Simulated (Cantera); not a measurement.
A closed system holds: 1 mol Si3N4, 0.99 mol CO2, 32 mol H2, held at 240 Torr.

Cantera equilibrium calculation (NASA polynomials, part measured and part estimated; ideal gas, pure solids and liquids). Candidate condensed phases: C, C6H6, C7H8, C8H18, H2O, Si, SiC, SiO2, Si2N2O, Si3N4; 151 gas species. Mutual solubility and eutectic melting of coexisting phases are not modelled. The tables' values for SiN are old estimates; treat these amounts as uncertain. Gases not in the tables: Si2H6 and higher silanes. The numbers say what is thermodynamically allowed, not how fast it happens.

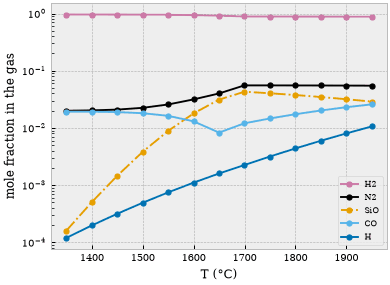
*Equilibrium gas composition (values under 1e-9 drawn at 1e-9)*

From 1350 °C to 1650 °C the condensed part is SiC(s) + Si2N2O(s). From 1700 °C to 1950 °C the condensed part is Si(l) + SiC(s). The main Si-bearing gas is SiO throughout. The share of Si in condensed phases is highest at 1350 °C (99.8 %) and lowest at 1700 °C (48.2 %).
